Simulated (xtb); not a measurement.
## Run report: Sn3O3F6, molecular dynamics (part 2 of 2)

Sn3O3F6 (cyclo-(F2SnO)3); GFN1-xTB (xtb 6.7.1 later snapshot). The starting geometry was optimised with GFN1-xTB. The settings are looser than a standard set-up, so the numbers are not reference values.

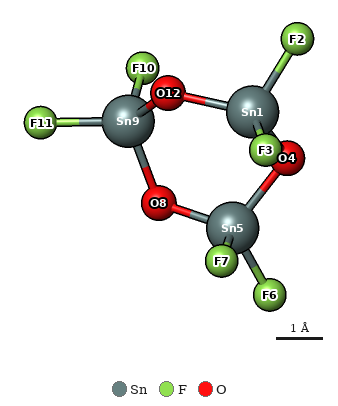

*The geometry at step 5 of the log (ball-and-stick view, seen at a tilt; atoms are numbered from 1 in the order of the input).*

## Log, continued
```
 ---------------------------------------------------------------------------
     1  50      2.703 --     2      0.733     3      0.732    12      0.678
                             4      0.677
     2   9      1.207 --     1      0.733     3      0.158    12      0.152
                             4      0.149
     3   9      1.205 --     1      0.732     2      0.158     4      0.153
                            12      0.149
     4   8      2.250 --     5      0.679     1      0.677     7      0.154
                             3      0.153     6      0.151     2      0.149
                            12      0.149     8      0.147
     5  50      2.712 --     6      0.734     7      0.730     8      0.681
                             4      0.679
     6   9      1.208 --     5      0.734     7      0.158     4      0.151
                             8      0.149
     7   9      1.196 --     5      0.730     6      0.158     4      0.154
                             8      0.148
     8   8      2.253 --     9      0.682     5      0.681     6      0.149
                            11      0.149    10      0.149     7      0.148
                             4      0.147    12      0.145
     9  50      2.715 --    11      0.734    10      0.728     8      0.682
                            12      0.679
    10   9      1.193 --     9      0.728    11      0.158    12      0.152
                             8      0.149
    11   9      1.206 --     9      0.734    10      0.158    12      0.151
                             8      0.149
    12   8      2.250 --     9      0.679     1      0.678     2      0.152
                            10      0.152    11      0.151     4      0.149
                             3      0.149     8      0.145
 ---------------------------------------------------------------------------

Topologies differ in total number of bonds
Writing topology from bond orders to xtbtopo.mol

 dipole moment from electron density (au)
     X       Y       Z
   0.0254   0.0901  -0.0134  total (Debye):    0.240

           -------------------------------------------------
          | TOTAL ENERGY              -52.420808031740 Eh   |
          | GRADIENT NORM               0.000043549955 Eh/α |
          | HOMO-LUMO GAP               4.032956969317 eV   |
           -------------------------------------------------
           -------------------------------------------------
          |               Molecular Dynamics                |
           -------------------------------------------------
 trajectories on xtb.trj or xtb.trj.<n>

 MD time /ps        :    0.20
 dt /fs             :    4.00
 SCC accuracy       :    2.00
 temperature /K     :  300.00
 max steps          :    50
 block length (av.) :  1250
 dumpstep(trj) /fs  :   20.00     5
 dumpstep(coords)/fs: 1000.00   250
 H atoms mass (amu) :     1
 # deg. of freedom  :    36
 SHAKE off
         time (ps)    <Epot>      Ekin   <T>   T     Etot       error
      0    0.00      0.00000   0.0342    0.    0.   -52.38661    0.0000
 average properties
 Epot               :  -51.380141154375146
 Epot (accurate SCC):  -52.406520250941362
 Ekin               :   1.4944392268063883E-002
 Etot               :  -51.365196762107082
 T                  :   262.17057150762969
 normal exit of md()

------------------------------------------------------------------------
------------------------------------------------------------------------
 total:
 *  cpu-time:     0 d,  0 h,  0 min,  0.859 sec
 * ratio c/w:     1.000 speedup
 SCF:
 *  cpu-time:     0 d,  0 h,  0 min,  0.018 sec
 * ratio c/w:     1.000 speedup
 MD:
 *  cpu-time:     0 d,  0 h,  0 min,  0.833 sec
 * ratio c/w:     1.000 speedup
```

## Standard error
```
normal termination of xtb
```

## Trajectory as extended XYZ (Å, eV, eV/Å), 10 frames, from step=0 to step=9
```
12
Properties=species:S:1:pos:R:3 step=0 time_fs=0.0 energy=-1426.44286
Sn   -0.3944   -1.7135   -0.2649
F    -1.7416   -2.4767   -1.2679
F     0.5698   -3.0507    0.5615
O    -1.2576   -0.6461    1.0616
Sn   -0.0991    0.7395    1.6711
F    -1.0683    1.8034    2.8268
F     1.3139   -0.0132    2.5865
O     0.6302    1.8515    0.3068
Sn    0.5316    1.0609   -1.4224
F    -1.1287    1.4245   -2.1387
F     1.8253    1.8428   -2.4821
O     0.8189   -0.8223   -1.4384
12
Properties=species:S:1:pos:R:3 step=1 time_fs=20.0 energy=-1426.14985
Sn   -0.4038   -1.7263   -0.2297
F    -1.6574   -2.5904   -1.1947
F     0.5117   -3.1099    0.6296
O    -1.3418   -0.5929    1.1163
Sn   -0.1128    0.7222    1.6261
F    -0.9480    1.7108    2.9400
F     1.2400   -0.0773    2.6475
O     0.5044    1.9774    0.2471
Sn    0.5601    1.0609   -1.4064
F    -1.0511    1.5436   -2.2304
F     1.8498    1.9707   -2.5703
O     0.7029   -0.8887   -1.5522
12
Properties=species:S:1:pos:R:3 step=2 time_fs=40.0 energy=-1426.06032
Sn   -0.4004   -1.7250   -0.1834
F    -1.6620   -2.7480   -1.1767
F     0.4579   -3.1124    0.6778
O    -1.3755   -0.6747    1.0213
Sn   -0.1091    0.7251    1.5945
F    -0.8354    1.6399    3.0490
F     1.1587   -0.1136    2.6393
O     0.3771    2.0157    0.3118
Sn    0.5944    1.0796   -1.4319
F    -0.9581    1.6431   -2.3026
F     1.7560    2.0068   -2.5386
O     0.5892   -0.8578   -1.5931
12
Properties=species:S:1:pos:R:3 step=3 time_fs=60.0 energy=-1426.01361
Sn   -0.4124   -1.7492   -0.1687
F    -1.6025   -2.8342   -1.1025
F     0.4456   -3.0990    0.7400
O    -1.3601   -0.6157    0.9975
Sn   -0.1242    0.7277    1.5901
F    -0.7437    1.5747    3.1122
F     1.1284   -0.1757    2.5863
O     0.3264    1.9614    0.2508
Sn    0.6061    1.0989   -1.4575
F    -0.8604    1.7177   -2.3529
F     1.7285    2.0370   -2.4976
O     0.5274   -0.7327   -1.5570
12
Properties=species:S:1:pos:R:3 step=4 time_fs=80.0 energy=-1425.99805
Sn   -0.4271   -1.7770   -0.1784
F    -1.5414   -2.8931   -1.0279
F     0.4828   -3.0720    0.8177
O    -1.3839   -0.5287    1.0080
Sn   -0.1447    0.7335    1.6087
F    -0.6968    1.5459    3.1498
F     1.1630   -0.2678    2.4860
O     0.3548    1.8982    0.1777
Sn    0.5895    1.1301   -1.4752
F    -0.8268    1.7826   -2.4176
F     1.8553    2.1046   -2.5011
O     0.5026   -0.8003   -1.4542
12
Properties=species:S:1:pos:R:3 step=5 time_fs=100.0 energy=-1426.16385
Sn   -0.4401   -1.7910   -0.1582
F    -1.5868   -3.0168   -1.0300
F     0.5229   -2.9820    0.8710
O    -1.4297   -0.5753    0.9325
Sn   -0.1529    0.7302    1.6389
F    -0.6984    1.5811    3.2042
F     1.2075   -0.3348    2.3197
O     0.4205    1.9271    0.2963
Sn    0.5785    1.1542   -1.5169
F    -0.8711    1.8397   -2.5185
F     1.9701    2.0899   -2.4323
O     0.5934   -0.8065   -1.4525
12
Properties=species:S:1:pos:R:3 step=6 time_fs=120.0 energy=-1425.98923
Sn   -0.4589   -1.8018   -0.1466
F    -1.5981   -3.0742   -1.0109
F     0.5913   -2.8839    0.9273
O    -1.4544   -0.5680    0.9006
Sn   -0.1641    0.7125    1.6685
F    -0.7165    1.6234    3.2260
F     1.2567   -0.3840    2.1286
O     0.5085    1.9443    0.3338
Sn    0.5624    1.1724   -1.5499
F    -0.8890    1.8580   -2.5853
F     2.0408    2.0039   -2.3044
O     0.7051   -0.7148   -1.4800
12
Properties=species:S:1:pos:R:3 step=7 time_fs=140.0 energy=-1426.06454
Sn   -0.4614   -1.7922   -0.1681
F    -1.5528   -3.0498   -0.9580
F     0.6765   -2.7993    0.9792
O    -1.4872   -0.4999    0.9306
Sn   -0.1701    0.7030    1.6767
F    -0.7325    1.6349    3.1924
F     1.3084   -0.4291    1.9525
O     0.5306    1.8278    0.2730
Sn    0.5304    1.1930   -1.5471
F    -0.8449    1.8319   -2.5943
F     2.1257    1.9076   -2.1824
O     0.6646   -0.7636   -1.3807
12
Properties=species:S:1:pos:R:3 step=8 time_fs=160.0 energy=-1425.99668
Sn   -0.4415   -1.7550   -0.1715
F    -1.5399   -3.0406   -0.9323
F     0.6906   -2.6889    0.9510
O    -1.4829   -0.4850    0.9449
Sn   -0.1643    0.6829    1.6615
F    -0.7470    1.6400    3.1403
F     1.3177   -0.4191    1.8106
O     0.4884    1.7491    0.2343
Sn    0.5077    1.1832   -1.5122
F    -0.8308    1.8085   -2.6197
F     2.1933    1.7973   -2.0795
O     0.5583   -0.7546   -1.3363
12
Properties=species:S:1:pos:R:3 step=9 time_fs=180.0 energy=-1426.11004
Sn   -0.4331   -1.7063   -0.1502
F    -1.5330   -3.0176   -0.9146
F     0.6918   -2.6298    0.8996
O    -1.4687   -0.5542    0.9378
Sn   -0.1575    0.6519    1.6350
F    -0.7550    1.6430    3.0811
F     1.3354   -0.3757    1.7324
O     0.4154    1.8852    0.3290
Sn    0.5019    1.1515   -1.4781
F    -0.8287    1.7851   -2.6489
F     2.1881    1.6583   -1.9862
O     0.5294   -0.6775   -1.5103
```

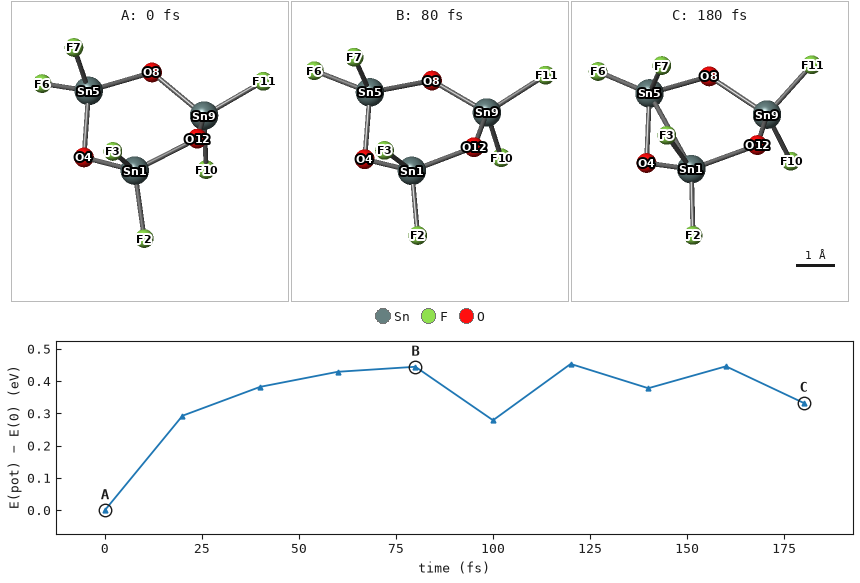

*Frames of the molecular dynamics (ball-and-stick, seen at a tilt) above the curves, on which the letters mark them.*

The trajectory kept here has 10 frames over 180 fs. The potential energy ends 0.333 eV above its first value. After an unweighted best fit of the last frame on the first, the root-mean-square displacement is 0.50 Å, and F7 has moved furthest (0.92 Å).

This output came from the following input.

## Input (start.xyz)
```
12

Sn    -0.394440    -1.713471    -0.264914
F     -1.741614    -2.476726    -1.267871
F      0.569852    -3.050748     0.561536
O     -1.257576    -0.646100     1.061562
Sn    -0.099085     0.739525     1.671123
F     -1.068322     1.803397     2.826783
F      1.313879    -0.013206     2.586543
O      0.630192     1.851512     0.306809
Sn     0.531639     1.060933    -1.422346
F     -1.128735     1.424458    -2.138675
F      1.825331     1.842747    -2.482120
O      0.818879    -0.822312    -1.438421
```

## File xtb.inp
```
$md
   temp=300
   time=0.2
   step=4
   dump=20
   hmass=1
   shake=0
   nvt=false
$end
```

Launch command:
```bash
xtb start.xyz --gfn1 --md --chrg 0 -u 0 --input xtb.inp --parallel 1 | tee xtb.out
```

## Key numbers

```tsv
quantity	value
outcome	finished
trajectory	10 frames kept, 180 fs
electrons treated	72
potential energy (first step)	−52.420808 hartree
dispersion energy (first step)	−0.006168 hartree
basis functions (first step)	66
hardware	1 thread of Arm Neoverse V1, 24 GiB of memory available, shared host
wall time	0.87 s
peak memory	0.075 GiB
```

## Remarks

Settings chosen away from the usual ones: method = gfn1-xtb; task = md; geo = {"prev": "A"}; x = {"md_temperature": 300, "md_time": 0.2, "time_step": 4, "md_dump": 20, "hydrogen_mass": 1, "shake": 0, "nvt": "false"}. These settings are looser than, or depart from, a standard set-up, so the numbers are not reference values for this system. So short a trajectory is not equilibrated.
